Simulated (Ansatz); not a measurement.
# Geometry relaxation, with input and output: BNH₅Cl

The run: geometry relaxation of BNH₅Cl. Method and program: RKS r2SCAN/6-31G* (Ansatz 0.2.0).

The input holds or restrains some coordinates. It belongs to a series of runs on one base structure; here: pulled along the bonds that form and break, towards end A. Figures and captions count atoms from 1; the log counts them from 0 in places.

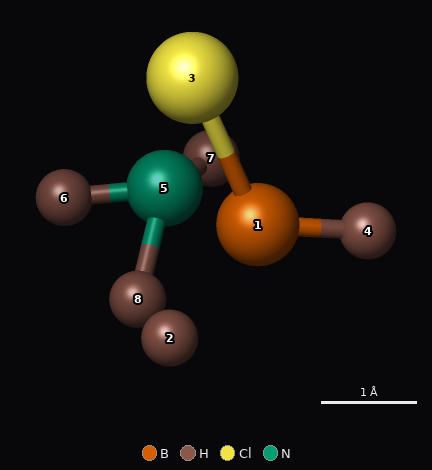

*The input geometry (ball-and-stick view, seen at a tilt; atoms are numbered from 1 in the order of the input).*

Bond lengths as drawn: B–Cl 1.86 Å, B–H 1.19 Å and H–N 1.06 to 1.30 Å.

## The input
```yaml
crystal:
  periodic: [false, false, false]
  atoms:
    - { symbol: B, position_ang: [0.0, 0.0, 0.0] }
    - { symbol: H, position_ang: [0.0, 0.0, 1.54] }
    - { symbol: Cl, position_ang: [1.6108, 0.0, -0.93] }
    - { symbol: H, position_ang: [-1.0305, 0.0, -0.595] }
    - { symbol: "N", position_ang: [0.3946, 1.7107, 0.5833] }
    - { symbol: H, position_ang: [1.1678, 1.8639, 1.292] }
    - { symbol: H, position_ang: [-0.1526, 2.5377, 0.2089] }
    - { symbol: H, position_ang: [0.2018, 0.8748, 1.5631] }
basis:
  gaussian: { orbitals: "6-31G*" }
hamiltonian:
  xc: r2scan
relax:
  f_tol: 0.15
  max_steps: 25
  restrain:
    - { distance: [0, 4], at: 2.75, k: 30.0 }
    - { distance: [7, 1], at: 1.86, k: 30.0 }
    - { distance: [0, 1], at: 1.19, k: 30.0 }
    - { distance: [7, 4], at: 1.06, k: 30.0 }
```

Launched with:
```bash
ansatz run input.yaml --threads 1 --pin off --max-ram 2048MiB --backend cpu --events-out ev --progress --plain --runs-dir out
```

## The program's output
```
The last accepted step is kept in [file] (removed where the run ends without a failure and the disk answers)
Engine: ansatz 0.2.0, x86_64-unknown-linux-gnu
Functional definition: r2SCAN
  parameter k0 = 0.174
  parameter k1 = 0.065
  parameter a1 = 4.9479
  exchange = r2scan_x(k0 = k0, k1 = k1, a1 = a1)
  correlation = r2scan_c
780 factors; their error is unknown
mean field evaluation 1: about -14759.3274 eV, gradient 5.0e1 eV
mean field evaluation 2: about -14729.6783 eV, gradient 1.1e2 eV
mean field evaluation 4: about -14764.2680 eV, gradient 7.0e0 eV
mean field evaluation 8: about -14764.4241 eV, gradient 1.3e-1 eV
mean field evaluation 16: about -14764.3829 eV, gradient 9.3e-5 eV
mean field -14764.38286071 eV, -542.5810624730 hartree, gradient 1.1e-5 eV, S^2 0.000000; 0 other end points of the search recorded, 0 dependent functions left out
the calculation of the forces begins
reference -14764.38286690 eV, -542.5810627006 hartree; 17, 17 occupied and 42, 42 virtual orbitals, 780 factors
relax step   1: F+E_penalty+E_count = -14764.38286071 eV  Δ(F+E_penalty+E_count) = +0.000e0 eV  max|allowed force component| = 3.768e0 eV/Å  E_restraint = 28.74794998 eV  max|allowed force component, restraints' pulls added| = 3.455e1 eV/Å  Δτ_max = 0.0000 Å  (28 SCF iters, accepted)
  distance B 0 - N 4 = 1.8500 Å
  distance H 7 - H 1 = 0.8981 Å
  distance B 0 - H 1 = 1.5400 Å
  distance H 7 - N 4 = 1.3023 Å
these checks for a lower state are left out or cut short: starts, cluster_reference, orbital_swaps, neighbouring_geometries, increment
780 factors; their error is unknown
mean field -14765.00107083 eV, -542.6037812759 hartree, gradient 1.4e-5 eV, S^2 0.000000; 0 other end points of the search recorded, 0 dependent functions left out
[... from here on the field's lines of each further geometry are left out, up to the last ...]
relax step   2: F+E_penalty+E_count = -14765.00107083 eV  Δ(F+E_penalty+E_count) = -6.182e-1 eV  max|allowed force component| = 3.779e0 eV/Å  E_restraint = 13.63277691 eV  max|allowed force component, restraints' pulls added| = 2.310e1 eV/Å  Δτ_max = 0.1948 Å  (35 SCF iters, accepted)
relax step   3: F+E_penalty+E_count = -14765.76783999 eV  Δ(F+E_penalty+E_count) = -7.668e-1 eV  max|allowed force component| = 3.832e0 eV/Å  E_restraint = 3.81945713 eV  max|allowed force component, restraints' pulls added| = 9.535e0 eV/Å  Δτ_max = 0.1948 Å  (35 SCF iters, accepted)
relax step   4: F+E_penalty+E_count = -14766.67591033 eV  Δ(F+E_penalty+E_count) = -9.081e-1 eV  max|allowed force component| = 3.071e0 eV/Å  E_restraint = 0.31288582 eV  max|allowed force component, restraints' pulls added| = 3.644e0 eV/Å  Δτ_max = 0.1947 Å  (36 SCF iters, accepted)
relax step   5: F+E_penalty+E_count = -14767.42578559 eV  Δ(F+E_penalty+E_count) = -7.499e-1 eV  max|allowed force component| = 1.701e0 eV/Å  E_restraint = 0.12463441 eV  max|allowed force component, restraints' pulls added| = 2.381e0 eV/Å  Δτ_max = 0.2000 Å  (34 SCF iters, accepted)
relax step   6: F+E_penalty+E_count = -14767.55983396 eV  Δ(F+E_penalty+E_count) = -1.340e-1 eV  max|allowed force component| = 2.094e0 eV/Å  E_restraint = 0.02724745 eV  max|allowed force component, restraints' pulls added| = 2.094e0 eV/Å  Δτ_max = 0.1948 Å  (35 SCF iters, accepted)
relax step   7: F+E_penalty+E_count = -14767.81165344 eV  Δ(F+E_penalty+E_count) = -2.518e-1 eV  max|allowed force component| = 1.162e0 eV/Å  E_restraint = 0.01146314 eV  max|allowed force component, restraints' pulls added| = 6.826e-1 eV/Å  Δτ_max = 0.1998 Å  (27 SCF iters, accepted)
relax step   8: F+E_penalty+E_count = -14767.81437664 eV  Δ(F+E_penalty+E_count) = -2.723e-3 eV  max|allowed force component| = 1.020e0 eV/Å  E_restraint = 0.00648501 eV  max|allowed force component, restraints' pulls added| = 7.307e-1 eV/Å  Δτ_max = 0.1948 Å  (27 SCF iters, accepted)
relax step   9: F+E_penalty+E_count = -14767.82522638 eV  Δ(F+E_penalty+E_count) = -1.085e-2 eV  max|allowed force component| = 8.078e-1 eV/Å  E_restraint = 0.01602230 eV  max|allowed force component, restraints' pulls added| = 7.026e-1 eV/Å  Δτ_max = 0.1947 Å  (27 SCF iters, accepted)
the calculation of the forces begins
reference -14767.86193974 eV, -542.7089162690 hartree; 17, 17 occupied and 42, 42 virtual orbitals, 780 factors
relax step  10: F+E_penalty+E_count = -14767.86193353 eV  Δ(F+E_penalty+E_count) = -3.671e-2 eV  max|allowed force component| = 9.115e-1 eV/Å  E_restraint = 0.01090328 eV  max|allowed force component, restraints' pulls added| = 9.852e-2 eV/Å  Δτ_max = 0.1394 Å  (27 SCF iters, accepted)
  distance B 0 - N 4 = 2.7432 Å
  distance H 7 - H 1 = 1.8714 Å
  distance B 0 - H 1 = 1.1915 Å
  distance H 7 - N 4 = 1.0366 Å
780 factors; their error is unknown
mean field evaluation 96: about -14767.8996 eV, gradient 9.8e-2 eV
```

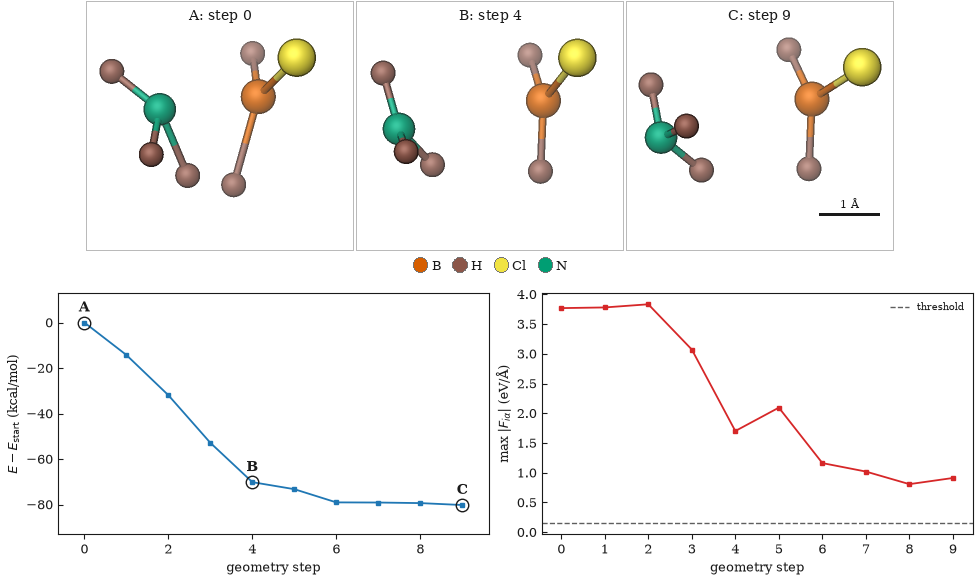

*Frames of the restrained relaxation (ball-and-stick view, seen at a tilt) above the curves, on which the letters mark them (the first geometry is step 0 here and step 1 in the log).*

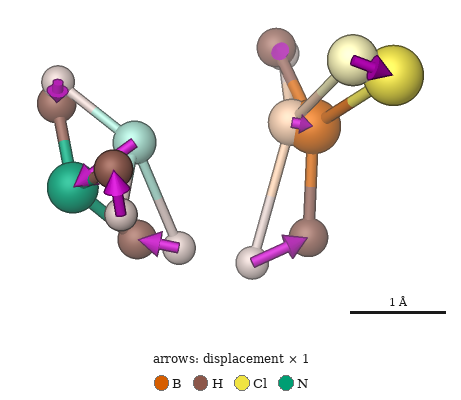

*Start (faint) and end (solid) with the displacements as pink arrows, at true length (ball-and-stick view, seen at a tilt). The two geometries are laid on each other by the best rigid fit.*

After 9 geometry steps the energy has fallen by 80.2 kcal/mol. The largest force component goes from 3.8 to 0.91 eV/Å. The atom that moves furthest after the best rigid fit is N5 (0.80 Å). By element the largest moves are N 0.80 Å, H 0.66 Å, Cl 0.48 Å, B 0.23 Å. Among the contacts that change: B1–H2 1.540 → 1.192 Å, N5–H8 1.302 → 1.037 Å, B1–Cl3 1.860 → 1.758 Å, N5–H6 1.060 → 1.019 Å. New bonds form: B1–H2 (1.54 → 1.19 Å). Among the angles that change: H6–N5–H8 72.4° → 107.8°, H7–N5–H8 133.6° → 108.3°, H6–N5–H7 120.0° → 108.7°. (Atoms are counted from 1 in the order of the input.)

```
mean field -14767.86193353 eV, -542.7089160410 hartree, gradient 1.6e-5 eV, S^2 0.000000; 1 other end points of the search recorded, 0 dependent functions left out
the calculation of the forces begins
reference -14767.86193974 eV, -542.7089162690 hartree; 17, 17 occupied and 42, 42 virtual orbitals, 780 factors
Total energy: -14767.86193974 eV, -542.7089162690 hartree
Atom 0 at     0.057526    -0.217628    -0.024533 Å, force     0.035976     0.190289     0.010850 eV/Å
Atom 1 at    -0.013452    -0.509991     1.128388 Å, force     0.001677    -0.339935    -0.030876 eV/Å
Atom 2 at     1.574924    -0.499481    -0.867154 Å, force    -0.026346     0.000865     0.035888 eV/Å
Atom 3 at    -0.883567     0.142974    -0.662621 Å, force     0.000806     0.013965    -0.005528 eV/Å
Atom 4 at     0.358771     2.213700     1.209558 Å, force    -0.185564    -0.797353     0.105113 eV/Å
Atom 5 at     1.304227     2.097027     0.846546 Å, force    -0.098521     0.021618     0.007026 eV/Å
Atom 6 at    -0.258307     2.459136     0.437951 Å, force     0.045761    -0.000967     0.022095 eV/Å
Atom 7 at     0.051778     1.301362     1.594164 Å, force     0.226210     0.911518    -0.144568 eV/Å
Dipole moment:    -0.117513    -0.005365    -0.062353 e Å
```

## Trajectory as extended XYZ (Å, eV, eV/Å), 10 frames, from step=1 to step=10
```
8
Properties=species:S:1:pos:R:3:forces:R:3 step=1 energy=-14764.38286
B     0.0000    0.0000    0.0000    3.1590   3.7675   1.4599
H     0.0000    0.0000    1.5400   -0.2908  -3.5897  -1.0907
Cl    1.6108    0.0000   -0.9300   -0.6574  -1.9349  -0.0714
H    -1.0305    0.0000   -0.5950   -0.1916  -0.3945   0.4973
N     0.3946    1.7107    0.5833   -0.9688   0.4067   1.2968
H     1.1678    1.8639    1.2920   -0.1175   0.8441  -2.2698
H    -0.1526    2.5377    0.2089    0.9737  -0.8719   1.3706
H     0.2018    0.8748    1.5631   -1.9066   1.7726  -1.1928
8
Properties=species:S:1:pos:R:3:forces:R:3 step=2 energy=-14765.00107
B    -0.0048   -0.1190    0.0244    2.1463   2.8366   1.8194
H    -0.0343   -0.1734    1.4580    0.0778  -1.9361  -2.4139
Cl    1.6012   -0.0202   -0.9281   -0.8484  -1.6988   0.2480
H    -1.0311   -0.0062   -0.5884    0.0945  -0.3571   0.3125
N     0.4085    1.8217    0.6499   -0.6828  -3.7788   2.4616
H     1.1867    1.8883    1.2881    1.7747   2.2630  -1.4305
H    -0.1502    2.5551    0.2206    0.0607   0.3802   1.4255
H     0.2159    1.0408    1.5378   -2.6227   2.2910  -2.4226
8
Properties=species:S:1:pos:R:3:forces:R:3 step=3 energy=-14765.76784
B    -0.0209   -0.2759    0.0457    1.4451   2.8446   0.5785
H    -0.0487   -0.3270    1.3390    0.2094  -1.4348  -1.8913
Cl    1.5852   -0.0427   -0.9195   -1.1327  -1.6394   0.5267
H    -1.0274   -0.0104   -0.5865    0.3704  -0.6684   0.2771
N     0.4257    1.9127    0.7399   -1.2847  -3.8319   1.7626
H     1.2351    1.9328    1.2793    3.3007   2.7657  -0.8528
H    -0.1540    2.5677    0.2433    0.1194   0.5312   1.0889
H     0.1967    1.2298    1.5211   -3.0276   1.4330  -1.4897
8
Properties=species:S:1:pos:R:3:forces:R:3 step=4 energy=-14766.67591
B    -0.0490   -0.3942    0.0116    2.1913   2.5984  -0.3906
H    -0.0215   -0.4624    1.2018    0.1321  -1.1239  -0.0762
Cl    1.5550   -0.1261   -0.9130   -1.2253  -1.2938   0.5387
H    -1.0040   -0.0548   -0.5792   -0.5600  -0.5156  -0.4064
N     0.4125    2.0307    0.8582    1.4262  -3.0713   2.9637
H     1.3687    2.0309    1.2546   -0.3829   1.6857  -1.9744
H    -0.1480    2.6030    0.2687    0.1601   0.6618   0.1656
H     0.0780    1.3599    1.5595   -1.7415   1.0589  -0.8204
8
Properties=species:S:1:pos:R:3:forces:R:3 step=5 energy=-14767.42579
B    -0.0413   -0.2818    0.0097    1.6729   0.6040  -0.4852
H     0.0037   -0.5473    1.1715    0.1037  -0.4118  -0.0911
Cl    1.5119   -0.2191   -0.9605   -1.0300  -0.4377   0.6099
H    -1.0411   -0.1257   -0.5930   -0.3298   0.0956  -0.1584
N     0.4094    2.1390    1.0263   -0.8298  -1.5680   1.7010
H     1.3863    2.1865    1.2834    0.0141   0.5261  -1.1171
H    -0.0608    2.5325    0.2189    0.6742  -0.1807   0.2520
H     0.0238    1.3031    1.5059   -0.2752   1.3725  -0.7112
8
Properties=species:S:1:pos:R:3:forces:R:3 step=6 energy=-14767.55983
B    -0.0218   -0.2252    0.0062    1.1326  -0.3902  -0.6520
H     0.0413   -0.5681    1.1439    0.0882  -0.1086   0.0507
Cl    1.4993   -0.2750   -0.9833   -0.8757   0.0261   0.6094
H    -1.0437   -0.1317   -0.5918   -0.1002   0.3571  -0.0058
N     0.3671    2.2441    1.1848   -1.3147  -1.2628  -1.1755
H     1.4045    2.1920    1.2267   -0.9821  -0.1504  -0.5405
H    -0.0114    2.4544    0.1914    1.2171  -0.4253   2.0942
H    -0.0435    1.2966    1.4844    0.8348   1.9540  -0.3805
8
Properties=species:S:1:pos:R:3:forces:R:3 step=7 energy=-14767.81165
B     0.0469   -0.2264   -0.0042    0.4674   0.0065  -0.5124
H     0.0972   -0.5247    1.1467    0.1172  -0.3114  -0.0077
Cl    1.5137   -0.4227   -1.0186   -0.6440   0.1020   0.5094
H    -0.9802    0.0541   -0.5546    0.1622   0.0622   0.0412
N     0.3100    2.2373    1.1962   -0.5069  -0.9957  -0.1594
H     1.3226    2.1354    1.1414   -0.0393  -0.0264  -0.0856
H    -0.0451    2.4183    0.2498    0.1413   0.0007   0.3480
H    -0.0733    1.3158    1.5057    0.3021   1.1620  -0.1336
8
Properties=species:S:1:pos:R:3:forces:R:3 step=8 energy=-14767.81438
B     0.0428   -0.2442    0.0032    0.4323   0.4885  -0.2298
H     0.0697   -0.5293    1.1627    0.0040  -0.4238  -0.1316
Cl    1.5643   -0.3715   -0.9251   -0.5777  -0.0670   0.2872
H    -0.9565    0.1053   -0.5666    0.2135  -0.1786   0.0357
N     0.3361    2.2099    1.1947    0.1463  -0.8592  -0.3937
H     1.3338    2.0324    0.9764   -0.7307   0.1500   0.1122
H    -0.1307    2.4852    0.3192    0.2391  -0.1294   0.4058
H    -0.0675    1.2994    1.4979    0.2731   1.0195  -0.0859
8
Properties=species:S:1:pos:R:3:forces:R:3 step=9 energy=-14767.82523
B     0.0851   -0.2132   -0.0145    0.4725  -0.0941  -0.4755
H     0.0943   -0.5002    1.1397    0.0276  -0.2936   0.0150
Cl    1.5739   -0.5629   -0.9597   -0.7026   0.2652   0.4521
H    -0.9021    0.1259   -0.6045    0.1922   0.0047   0.0356
N     0.3280    2.2227    1.2215    0.0992  -0.7040  -0.3431
H     1.2970    2.0311    0.9260   -0.5211   0.1889   0.0872
H    -0.2104    2.5578    0.4146    0.2665  -0.1749   0.2709
H    -0.0740    1.3258    1.5393    0.1657   0.8078  -0.0422
8
Properties=species:S:1:pos:R:3:forces:R:3 step=10 energy=-14767.86193
B     0.0575   -0.2176   -0.0245    0.0360   0.1903   0.0109
H    -0.0135   -0.5100    1.1284    0.0017  -0.3399  -0.0309
Cl    1.5749   -0.4995   -0.8672   -0.0263   0.0009   0.0359
H    -0.8836    0.1430   -0.6626    0.0008   0.0140  -0.0055
N     0.3588    2.2137    1.2096   -0.1856  -0.7974   0.1051
H     1.3042    2.0970    0.8465   -0.0985   0.0216   0.0070
H    -0.2583    2.4591    0.4380    0.0458  -0.0010   0.0221
H     0.0518    1.3014    1.5942    0.2262   0.9115  -0.1446
```

## Results in brief

| quantity | value |
| --- | --- |
| outcome | converged under the restraints of the input |
| total energy | −14767.8619 eV |
| mean-field energy | −14767.8619 eV |
| largest force (length of the vector) at the end, held atoms and coordinates included | 0.950 eV/Å |
| hardware | 1 thread of Intel Xeon (Sapphire Rapids), 64 GiB of memory available, shared host |
| wall time | 20 s |
| peak memory | 0.15 GiB |
